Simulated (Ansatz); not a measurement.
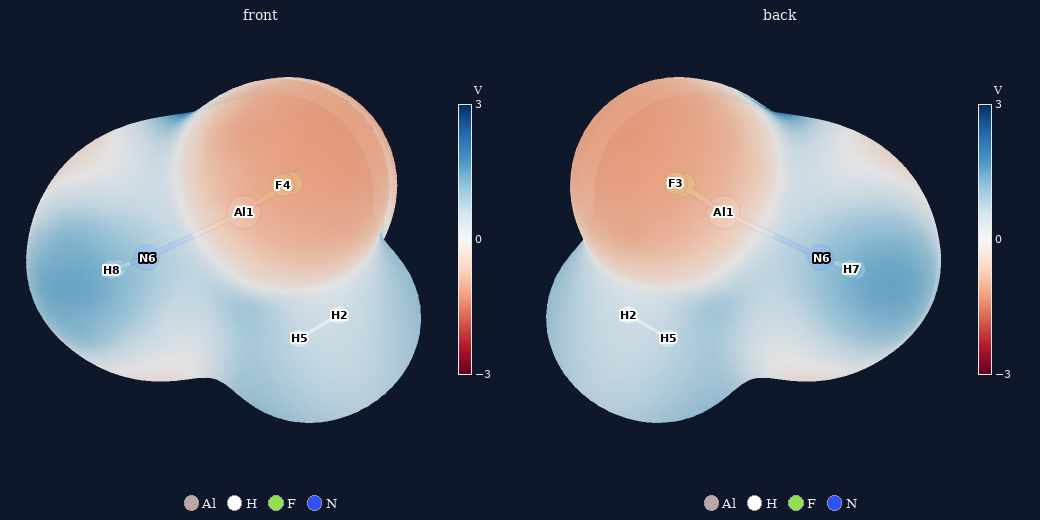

Figure. AlF2H2N···H2. The molecular electrostatic potential painted on the density surface at 0.001 e/bohr³, seen from the front and from behind; red is negative and blue positive.

The product side of a reaction path; geometry: PBE0-D4/def2-TZVP.

Theory: Ansatz, RKS PBE0-D4/def2-TZVPP.

The calculation's input:

```
crystal:
  periodic: [false, false, false]
  atoms:
    - {symbol: Al, position_ang: [-0.223907, -0.633937, 0.261691]}
    - {symbol: H, position_ang: [-1.571890, 0.395888, -1.262787]}
    - {symbol: F, position_ang: [-0.175837, -1.863442, -0.828592]}
    - {symbol: F, position_ang: [-1.519588, -0.524187, 1.267597]}
    - {symbol: H, position_ang: [-0.995727, 0.880072, -1.200087]}
    - {symbol: N, position_ang: [1.178803, 0.385167, 0.509961]}
    - {symbol: H, position_ang: [2.047443, 0.288456, 0.011645]}
    - {symbol: H, position_ang: [1.260703, 1.071982, 1.240571]}
basis:
  gaussian: {orbitals: def2-TZVPP}
hamiltonian: {xc: pbe0, dispersion: d4}
output: {orbitals: {seedname: orbitals}}
```

Launched as:

```sh
ansatz run in.yaml --threads 2 --pin off --events-out ev --progress --plain --max-ram 4352MiB
```

Which sites attract a positive test charge, and which a negative one?

Answer. A positive charge is drawn to the negative regions and a negative charge to the positive ones. The most negative region (about −1.2 V) lies over F3 and F4, the most positive (about +2.1 V) over Al1.
